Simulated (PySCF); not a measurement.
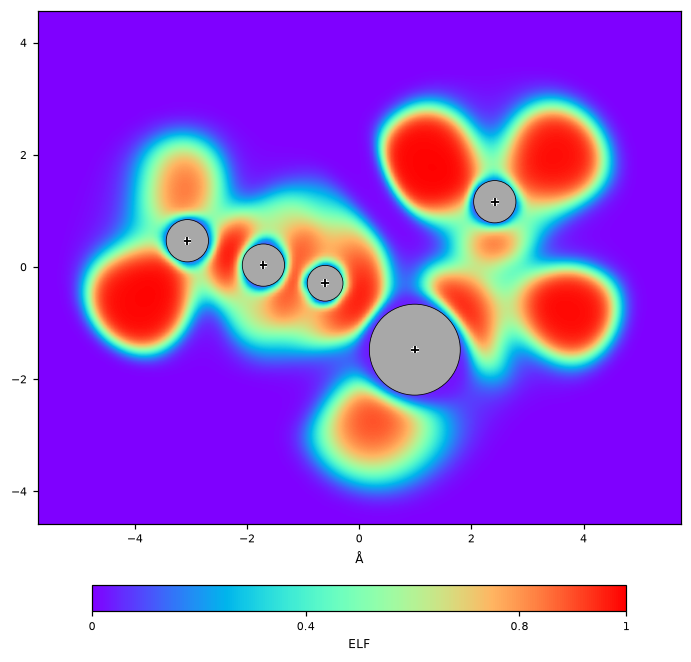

The electron localisation function on a plane through atoms (crosses mark nuclei in the plane; grey discs cover the cores).

All numbers below come from PBE0/pcSseg-1, SCF density, gas phase, non-relativistic in PySCF.

Candidates:
A. C$_{5}$H$_{6}$BFSi
B. C$_{6}$H$_{12}$AlFS
C. C$_{5}$H$_{12}$AlN (SMILES CC#[N+][AlH2-][CH](C)C)

**Which system is this?**

Candidate C: C$_{5}$H$_{12}$AlN on the plane of atoms C2, N3 and Al4, which holds C, N and Al. C–N (1.15 Å): the ELF peaks at about 0.85 between the atoms; a multiple bond. C–C (1.42 Å): the ELF peaks at about 0.95 between the atoms; a covalent bond.
